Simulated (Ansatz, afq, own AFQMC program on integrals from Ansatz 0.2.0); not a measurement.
**H₂O− (doublet): quantum Monte Carlo beside coupled cluster at angle H2–O1–H3 = 101.9°, aug-cc-pVDZ**

Aim: compute H₂O− (doublet) with auxiliary-field quantum Monte Carlo on the same integrals as coupled cluster, and set the energies side by side.

The runs use Ansatz 0.2.0, Gaussian basis, and an in-house AFQMC program (afq) on its integrals; all values are calculated; aug-cc-pVDZ, frozen cores.

Plan: PBE (unrestricted); r2SCAN (unrestricted); PBE0 (unrestricted); B3LYP (unrestricted); wB97M-V (unrestricted); B2PLYP (unrestricted); CCSD(T) on UHF; CCSDT(Q) on UHF; Phaseless AFQMC, CISD trial on UHF.

2 further runs of the same task are left out: 2 that didn't finish.

## Step 1: The system

The geometry derives from a PBE0/def2-TZVPD stationary point (not a proven minimum). One angle is set to the value named; bond lengths are kept.

3 atoms, charge -1, spin multiplicity 2.

Atoms are counted from 1 here; the program's logs count them from 0.

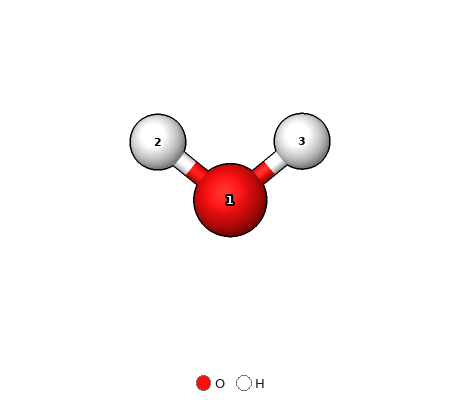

The structure; oxygen red, hydrogen white; atoms are numbered from 1 in the order of the file.

## Step 2: PBE (unrestricted)

Input file in.yaml:

```yaml
crystal:
  periodic: [false, false, false]
  atoms:
    - {symbol: O, position_ang: [0.000000, -0.068894, 0.000000]}
    - {symbol: H, position_ang: [0.000000, 0.546791, 0.758953]}
    - {symbol: H, position_ang: [0.000000, 0.546791, -0.758953]}
basis:
  gaussian: {orbitals: aug-cc-pVDZ}
total_charge: -1
magnetization: {spin_polarized: true, initial_magnetization: 1}
hamiltonian: {xc: {name: PBE}}
output: {orbitals: {seedname: orbitals}}
```

On the command line:

```bash
$ ansatz run in.yaml --threads 1 --pin off --events-out ev --progress --plain --max-ram 1382MiB
```

The program printed:

```text
Functional definition: PBE
  name "PBE"
  cite "Perdew, Burke & Ernzerhof, Phys. Rev. Lett. 77, 3865 (1996) doi:10.1103/PhysRevLett.77.3865"
  parent pbe
  parameter kappa = 0.804
  parameter beta = 0.06672455060314922
  exchange = pbe_x(kappa = kappa, mu = beta*pi^2/3)
  correlation = pbe_c(beta = beta)
307 factors; their error is unknown
mean field evaluation 1: about -2071.9775 eV, gradient 3.6e1 eV
mean field evaluation 2: about -2060.5757 eV, gradient 6.9e1 eV
mean field evaluation 4: about -2077.3272 eV, gradient 4.4e-1 eV
mean field evaluation 8: about -2077.3192 eV, gradient 4.5e-2 eV
mean field evaluation 16: about -2076.7709 eV, gradient 1.1e0 eV
mean field -2077.31921689 eV, -76.3400731633 hartree, gradient 4.2e-5 eV, S^2 0.750115; 3 other end points of the search recorded, 0 dependent functions left out
reference -2077.31924731 eV, -76.3400742809 hartree; 6, 5 occupied and 35, 36 virtual orbitals, 307 factors
Total energy: -2077.31924731 eV, -76.3400742809 hartree
```

It took 2.3 s on 1 thread of Arm Neoverse N1, shared host.

From the report: ⟨S²⟩ of the determinant 0.750 (pure doublet: 0.75).

## Step 3: r2SCAN (unrestricted)

in.yaml: that of step 2 with these lines changed.

```diff
@@ -10,3 +10,2 @@
 magnetization: {spin_polarized: true, initial_magnetization: 1}
-hamiltonian: {xc: {name: PBE}}
-output: {orbitals: {seedname: orbitals}}
+hamiltonian: {xc: {name: r2SCAN}}
```

Same command.

The program printed:

```text
Functional definition: r2SCAN
  name "r2SCAN"
  cite "Furness, Kaplan, Ning, Perdew & Sun, J. Phys. Chem. Lett. 11, 8208 (2020) doi:10.1021/acs.jpclett.0c02405"
  cite "Furness, Kaplan, Ning, Perdew & Sun, J. Phys. Chem. Lett. 11, 9248 (2020) doi:10.1021/acs.jpclett.0c03077"
  parent r2scan
  parameter k0 = 0.174
  parameter k1 = 0.065
  parameter a1 = 4.9479
  exchange = r2scan_x(k0 = k0, k1 = k1, a1 = a1)
  correlation = r2scan_c
307 factors; their error is unknown
mean field evaluation 1: about -2074.6907 eV, gradient 3.0e1 eV
mean field evaluation 2: about -2068.5101 eV, gradient 5.3e1 eV
mean field evaluation 4: about -2078.3741 eV, gradient 3.7e-1 eV
mean field evaluation 8: about -2078.3689 eV, gradient 4.4e-2 eV
mean field evaluation 16: about -2077.7626 eV, gradient 1.3e0 eV
mean field -2078.36894045 eV, -76.3786497926 hartree, gradient 5.7e-5 eV, S^2 0.750199; 3 other end points of the search recorded, 0 dependent functions left out
reference -2078.36896327 eV, -76.3786506312 hartree; 6, 5 occupied and 35, 36 virtual orbitals, 307 factors
Total energy: -2078.36896327 eV, -76.3786506312 hartree
```

It took 5.5 s on 1 thread of Arm Neoverse N1, shared host.

From the report: ⟨S²⟩ of the determinant 0.750 (pure doublet: 0.75).

## Step 4: PBE0 (unrestricted)

in.yaml: that of step 3 with these lines changed.

```diff
@@ -10,2 +10,3 @@
 magnetization: {spin_polarized: true, initial_magnetization: 1}
-hamiltonian: {xc: {name: r2SCAN}}
+hamiltonian: {xc: {name: PBE0}}
+output: {orbitals: {seedname: orbitals}}
```

The command is unchanged.

The program printed:

```text
Functional definition: PBE0
  name "PBE0"
  cite "Adamo & Barone, J. Chem. Phys. 110, 6158 (1999) doi:10.1063/1.478522"
  cite "Perdew, Burke & Ernzerhof, Phys. Rev. Lett. 77, 3865 (1996) doi:10.1103/PhysRevLett.77.3865"
  parent pbe
  parameter a = 0.25
  parameter kappa = 0.804
  parameter beta = 0.06672455060314922
  exchange = (1 - a)*pbe_x(kappa = kappa, mu = beta*pi^2/3) + a*exact_x
  correlation = pbe_c(beta = beta)
318 factors; their error is unknown
mean field evaluation 1: about -2073.8071 eV, gradient 2.9e1 eV
mean field evaluation 2: about -2070.7393 eV, gradient 4.4e1 eV
mean field evaluation 4: about -2077.2560 eV, gradient 4.9e-1 eV
mean field evaluation 8: about -2077.2631 eV, gradient 5.5e-2 eV
mean field evaluation 16: about -2076.6862 eV, gradient 1.1e0 eV
mean field evaluation 32: about -2077.2631 eV, gradient 3.8e-5 eV
mean field -2077.26307910 eV, -76.3380101373 hartree, gradient 3.8e-5 eV, S^2 0.750120; 4 other end points of the search recorded, 0 dependent functions left out
reference -2077.26310174 eV, -76.3380109694 hartree; 6, 5 occupied and 35, 36 virtual orbitals, 318 factors
Total energy: -2077.26310174 eV, -76.3380109694 hartree
```

It took 2.7 s on 1 thread of Arm Neoverse N1, shared host.

From the report: ⟨S²⟩ of the determinant 0.750 (pure doublet: 0.75).

## Step 5: B3LYP (unrestricted)

in.yaml: that of step 4 with these lines changed.

```diff
@@ -10,3 +10,2 @@
 magnetization: {spin_polarized: true, initial_magnetization: 1}
-hamiltonian: {xc: {name: PBE0}}
-output: {orbitals: {seedname: orbitals}}
+hamiltonian: {xc: {name: B3LYP}}
```

The command is unchanged.

The program printed, cut to the lines that bear on the results:

```text
Functional definition: B3LYP
  name "B3LYP"
  cite "Stephens, Devlin, Chabalowski & Frisch, J. Phys. Chem. 98, 11623 (1994) doi:10.1021/j100096a001"
  cite "Becke, Phys. Rev. A 38, 3098 (1988) doi:10.1103/PhysRevA.38.3098"
  cite "Lee, Yang & Parr, Phys. Rev. B 37, 785 (1988) doi:10.1103/PhysRevB.37.785"
  cite "Vosko, Wilk & Nusair, Can. J. Phys. 58, 1200 (1980) doi:10.1139/p80-159"
[...]
307 factors; their error is unknown
[...]
mean field -2079.61585609 eV, -76.4244730972 hartree, gradient 2.7e-5 eV, S^2 0.750071; 4 other end points of the search recorded, 0 dependent functions left out
reference -2079.61601530 eV, -76.4244789480 hartree; 6, 5 occupied and 35, 36 virtual orbitals, 307 factors
Total energy: -2079.61601530 eV, -76.4244789480 hartree
```

It took 2.6 s on 1 thread of Arm Neoverse N1, shared host.

From the report: ⟨S²⟩ of the determinant 0.750 (pure doublet: 0.75).

## Step 6: wB97M-V (unrestricted)

in.yaml: that of step 5 with these lines changed.

```diff
@@ -10,2 +10,3 @@
 magnetization: {spin_polarized: true, initial_magnetization: 1}
-hamiltonian: {xc: {name: B3LYP}}
+hamiltonian: {xc: {name: wB97M-V}}
+output: {orbitals: {seedname: orbitals}}
```

Launched as before.

The program printed, cut to the lines that bear on the results:

```text
Functional definition: wB97M-V
  name "wB97M-V"
  cite "Mardirossian & Head-Gordon, J. Chem. Phys. 144, 214110 (2016) doi:10.1063/1.4952647"
  cite "Becke, J. Chem. Phys. 107, 8554 (1997) doi:10.1063/1.475007"
  cite "Vydrov & Van Voorhis, J. Chem. Phys. 133, 244103 (2010) doi:10.1063/1.3521275"
  # Of w^i u^j: cxij and so on, Table III.
[...]
  gx(w, u) = 1 - cx + cx01*u + cx10*w
  gss(w, u) = css00 + css04*u^4 + css10*w + css20*w^2 + css43*w^4*u^3
  gos(w, u) = cos00 + cos10*w + (cos20 + cos21*u)*w^2 + (cos60 + cos61*u)*w^6
[...]
      + integral(e_c_pw_mod_opposite_spin*gos(b97_w_opposite, b97_u_opposite)) + vv10(b, c)
307 factors; their error is unknown
135 factors; integrals over basis functions are off by at most 3.0e-6 eV
[...]
mean field -2078.47000214 eV, -76.3823637409 hartree, gradient 5.7e-5 eV, S^2 0.750363; 1 other end points of the search recorded, 0 dependent functions left out
reference -2078.47002950 eV, -76.3823647464 hartree; 6, 5 occupied and 35, 36 virtual orbitals, 307 factors
Total energy: -2078.47002950 eV, -76.3823647464 hartree
```

Run time: 3.8 s. Hardware: 1 thread of Arm Neoverse N1, shared host.

From the report: ⟨S²⟩ of the determinant 0.750 (pure doublet: 0.75).

## Step 7: B2PLYP (unrestricted)

in.yaml: that of step 6 with these lines changed.

```diff
@@ -10,3 +10,3 @@
 magnetization: {spin_polarized: true, initial_magnetization: 1}
-hamiltonian: {xc: {name: wB97M-V}}
-output: {orbitals: {seedname: orbitals}}
+hamiltonian: {xc: {name: B2PLYP}}
+correlation: {electrons: outside_noble_gas}
```

Same command.

The program printed, cut to the lines that bear on the results:

```text
Functional definition: B2PLYP
  name "B2PLYP"
  cite "Grimme, J. Chem. Phys. 124, 034108 (2006) doi:10.1063/1.2148954"
  cite "Becke, Phys. Rev. A 38, 3098 (1988) doi:10.1103/PhysRevA.38.3098"
  cite "Lee, Yang & Parr, Phys. Rev. B 37, 785 (1988) doi:10.1103/PhysRevB.37.785"
[...]
385 factors; integrals over basis functions are off by at most 8.1e-4 eV
[...]
mean field -2075.67161905 eV, -76.2795250594 hartree, gradient 7.6e-6 eV, S^2 0.750146; 2 other end points of the search recorded, 0 dependent functions left out
1 core orbitals not correlated: weight in the atoms' cores, before any rotation towards them, 1.000 or more for the frozen orbitals, at most 0.000 for the correlated occupied ones
reference -2075.67171948 eV, -76.2795287499 hartree; 5, 4 occupied and 35, 36 virtual orbitals, 385 factors
second order -7.53833045 eV of doubles, -0.00000000 eV of singles
Total energy: -2077.70706870 eV, -76.3543264542 hartree
```

Run time: 1.2 s. Hardware: 1 thread of Arm Neoverse N1, shared host.

From the report: ⟨S²⟩ of the determinant 0.750 (pure doublet: 0.75).

## Step 8: CCSD(T) on UHF

in.yaml: that of step 7 with these lines changed.

```diff
@@ -10,3 +10,2 @@
 magnetization: {spin_polarized: true, initial_magnetization: 1}
-hamiltonian: {xc: {name: B2PLYP}}
-correlation: {electrons: outside_noble_gas}
+correlation: {method: ccsd_t, electrons: outside_noble_gas, hamiltonian_folder: ham}
```

The command is unchanged.

The program printed, cut to the lines that bear on the results:

```text
Functional definition: HF
  name "HF"
  cite "Fock, Z. Phys. 61, 126 (1930) doi:10.1007/BF01340294"
  parent pbe
[...]
385 factors; integrals over basis functions are off by at most 8.1e-4 eV
[...]
mean field -2068.20536282 eV, -76.0051452039 hartree, gradient 2.0e-6 eV, S^2 0.750451; 7 other end points of the search recorded, 0 dependent functions left out
determinant -2068.20536282 eV, -76.0051452039 hartree, with singles and doubles -2074.60760722 eV, -76.2404233460 hartree
determinant -2067.56127223 eV, -75.9814753109 hartree, with singles and doubles -2073.85398768 eV, -76.2127283384 hartree
1 core orbitals not correlated: weight in the atoms' cores, before any rotation towards them, 1.000 or more for the frozen orbitals, at most 0.000 for the correlated occupied ones
reference -2068.20536282 eV, -76.0051452039 hartree; 5, 4 occupied and 35, 36 virtual orbitals, 385 factors
second order -6.19772689 eV of doubles, -0.00000000 eV of singles
cycle   1  -6.39176686 eV  change   -1.9e-1 eV  update   2.3e-2
[...]
cycle   8  -6.41065558 eV  change    2.7e-7 eV  update   9.7e-6
perturbative correction -0.16958877 eV, -0.0062322722 hartree
Total energy: -2074.78560717 eV, -76.2469647232 hartree
```

Run time: 2.3 s. Hardware: 1 thread of Arm Neoverse N1, shared host.

From the report: ⟨S²⟩ of the determinant 0.750 (pure doublet: 0.75); correlation -6.5802 eV; T1 0.019; largest double amplitude 0.03.

This run also writes the integrals to the folder ham.

## Step 9: CCSDT(Q) on UHF

in.yaml: that of step 8 with these lines changed.

```diff
@@ -10,2 +10,2 @@
 magnetization: {spin_polarized: true, initial_magnetization: 1}
-correlation: {method: ccsd_t, electrons: outside_noble_gas, hamiltonian_folder: ham}
+correlation: {method: ccsdt_q, electrons: outside_noble_gas}
```

Same command.

The program printed, cut to the lines that bear on the results:

```text
Functional definition: HF
  name "HF"
  cite "Fock, Z. Phys. 61, 126 (1930) doi:10.1007/BF01340294"
  parent pbe
[...]
657 factors; integrals over basis functions are off by at most 2.3e-7 eV
[...]
a density is far from that of the atoms, so the factors are made again for it
675 factors; integrals over basis functions are off by at most 1.7e-7 eV
[...]
mean field -2068.20536712 eV, -76.0051453615 hartree, gradient 2.3e-6 eV, S^2 0.750451; 8 other end points of the search recorded, 0 dependent functions left out
determinant -2068.20536712 eV, -76.0051453615 hartree, with singles and doubles -2074.60761839 eV, -76.2404237562 hartree
determinant -2067.56128113 eV, -75.9814756382 hartree, with singles and doubles -2073.85400303 eV, -76.2127289026 hartree
1 core orbitals not correlated: weight in the atoms' cores, before any rotation towards them, 1.000 or more for the frozen orbitals, at most 0.000 for the correlated occupied ones
reference -2068.20536712 eV, -76.0051453615 hartree; 5, 4 occupied and 35, 36 virtual orbitals, 675 factors
second order -6.19774323 eV of doubles, -0.00000000 eV of singles
cycle   1  -6.22695973 eV  change   -2.9e-2 eV  update   7.1e-2
[...]
cycle  14  -6.58824347 eV  change    9.0e-7 eV  update   4.6e-7
perturbative correction -0.01565692 eV, -0.0005753812 hartree
Total energy: -2074.80926750 eV, -76.2478342244 hartree
```

It took 42 s on 1 thread of Arm Neoverse N1, shared host; peak memory 0.38 GiB.

From the report: ⟨S²⟩ of the determinant 0.750 (pure doublet: 0.75); correlation -6.6039 eV; T1 0.019; largest double amplitude 0.03.

## Step 10: Phaseless AFQMC, CISD trial on UHF

It reads the integrals that the CCSD(T) run on this determinant wrote.

On the command line:

```bash
$ afq ham --method phaseless --trial cisd --walkers 60 --populations 1 --least-time 40 --time-step 0.005 --steps-per-block 50 --equilibration-blocks 28 --max-blocks 300 --target-error 0.00036 --factor-cut 1e-05 --start spin_pure --seed 1005 --release-times 0.24,0.51,0.99,1.62,2.4 --release-step 0.03 --release-every 4 --taylor-order 6
```

The program printed:

```text
orbitals 40  electrons 5 4  factors 308 of 385
reference energy -76.00514520 Eh
CCSD correlation -0.23558716 Eh in 10 cycles, weight of the determinant in the CISD state 0.9272
energy of the start -76.240731 Eh
 block  time / (1/Eh)  mean weight  energy / Eh
     1     0.250  0.9996  -76.239587
     2     0.500  0.9982  -76.242736
     3     0.750  0.9999  -76.247723
     4     1.000  1.0014  -76.246789
     5     1.250  0.9995  -76.248051
     6     1.500  1.0004  -76.255788
     7     1.750  0.9991  -76.246262
     8     2.000  1.0002  -76.247179
     9     2.250  0.9988  -76.244278
    10     2.500  0.9992  -76.243840
    17     4.250  0.9978  -76.246407
    25     6.250  0.9986  -76.259446
    33     8.250  1.0029  -76.249153
    41    10.250  1.0022  -76.250882
    49    12.250  0.9977  -76.247344
    57    14.250  0.9999  -76.242426
    65    16.250  0.9994  -76.255586
    73    18.250  0.9995  -76.250609
    81    20.250  1.0002  -76.243769
    89    22.250  0.9976  -76.243362
    97    24.250  0.9996  -76.245977
   105    26.250  0.9986  -76.248069
   113    28.250  0.9971  -76.247180
   121    30.250  0.9991  -76.247864
   129    32.250  1.0028  -76.243885
   137    34.250  0.9982  -76.245487
   145    36.250  0.9990  -76.249757
   153    38.250  1.0031  -76.242581
   161    40.250  1.0006  -76.245937
   169    42.250  1.0037  -76.243750
   177    44.250  1.0022  -76.243932
   185    46.250  1.0014  -76.251734
   193    48.250  1.0010  -76.241499
   201    50.250  1.0043  -76.242627
   209    52.250  1.0005  -76.255437
   217    54.250  0.9991  -76.244353
   225    56.250  0.9992  -76.262175
   233    58.250  1.0006  -76.251611
   241    60.250  0.9957  -76.250688
   249    62.250  1.0012  -76.245015
   257    64.250  1.0006  -76.250024
   265    66.250  0.9983  -76.242611
   273    68.250  0.9997  -76.247687
   281    70.250  0.9969  -76.248083
   289    72.250  0.9985  -76.240600
   297    74.250  0.9989  -76.247867
   305    76.250  1.0007  -76.250607
   313    78.250  0.9999  -76.244112
   321    80.250  0.9980  -76.242154
blocks merged  error / Eh  count
     1  0.000343  300
     2  0.000376  150
     4  0.000389  75
     8  0.000452  37
    16  0.000487  18
    32  0.000395  9
released: time / (1/Eh)  energy / Eh  error  mean overlap
  0.24  -76.247953  0.000610  0.9978
  0.51  -76.247781  0.000420  0.9919
  0.99  -76.247932  0.000448  0.9965
  1.62  -76.248061  0.000367  0.9930
  2.40  -76.248557  0.000595  0.9575
energy -76.247929 +/- 0.000487 Eh
```

Wall time 14 min (1 thread of Arm Neoverse N1, shared host).

Energy -2074.8119 ± 0.0133 eV. Caveats: constraint bias not in the error.

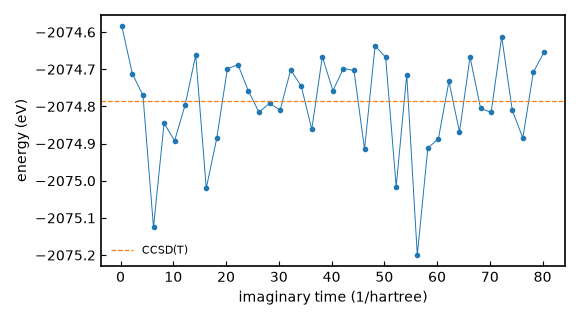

Block energies along the walk.

## Step 11: AFQMC on the ladder

On the UHF determinant, counted from CCSDT(Q) (a yardstick, not exact):

```
                                              level  energy (eV)  from CCSDT(Q) (kJ/mol)  statistical error (kJ/mol)    time
                                                 HF   -2068.2054                  +637.2                                    
                                                MP2   -2074.4031                   +39.2                                    
                                               CCSD   -2074.6160                   +18.6                                    
                                            CCSD(T)   -2074.7856                    +2.3                                    
                                           CCSDT(Q)   -2074.8093                     0.0                                    
Phaseless AFQMC, CISD trial, step 0.005, 60 walkers   -2074.8119                    -0.2                         1.3  14 min
```

The functionals' totals stand on their own zeros and serve differences with other points: PBE -2077.319 eV; r2SCAN -2078.369 eV; PBE0 -2077.263 eV; B3LYP -2079.616 eV; wB97M-V -2078.470 eV; B2PLYP -2077.707 eV.

## Step 12: What came out

```
                                        quantity              value
                    CCSD(T) on UHF from CCSDT(Q)        +2.3 kJ/mol
Phaseless AFQMC, CISD trial on UHF from CCSDT(Q)  -0.2 ± 1.3 kJ/mol
```

**Reading.** On UHF the phaseless walk with the CISD trial lies -0.2 kJ/mol from CCSDT(Q), within three error bars. Error bars are statistical and leave out the constraint, the time step and what remains of the start.

The anion's highest level is positive in at least one run, so there the basis alone may hold the extra electron.
